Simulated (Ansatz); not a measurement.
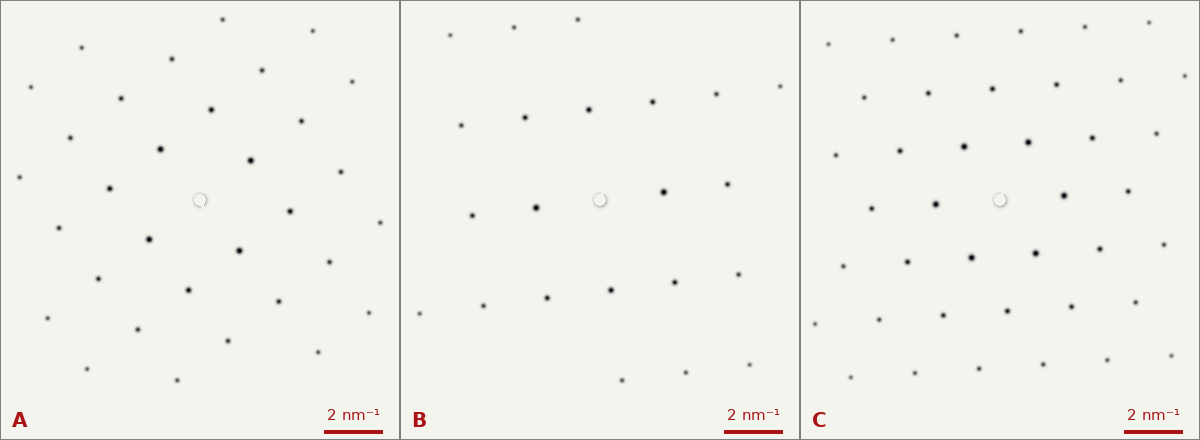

Simulated selected-area electron diffraction patterns (300 kV, kinematic approximation, thin crystal, B = 0.5 Å² for all atoms).

All three come from Cs, space group Im-3m (No. 229), a = 6.287 Å. Structure: the input geometry of an electronic-structure calculation (not necessarily at equilibrium).

```cif
data_structure
_symmetry_space_group_name_H-M 'Im-3m'
_symmetry_Int_Tables_number 229
_cell_length_a 6.2875
_cell_length_b 6.2875
_cell_length_c 6.2875
_cell_angle_alpha 90.000
_cell_angle_beta 90.000
_cell_angle_gamma 90.000
_cell_volume 248.56
loop_
_atom_site_label
_atom_site_type_symbol
_atom_site_symmetry_multiplicity
_atom_site_Wyckoff_symbol
_atom_site_fract_x
_atom_site_fract_y
_atom_site_fract_z
_atom_site_occupancy
Cs1 Cs 2 a 0.00000 0.00000 0.00000 1
```

### Assign the zone axes [001], [110], [111] to A, B and C.

A is [001]: square net of 1 -1 0 at d = 4.45 Å and 1 1 0 at d = 4.45 Å, at 90.0°. B is [110]: rectangular net of 1 -1 0 at d = 4.45 Å and 0 0 2 at d = 3.14 Å, at 90.0°. C is [111]: hexagonal net of -1 1 0 at d = 4.45 Å and -1 0 1 at d = 4.45 Å, at 60.0°.
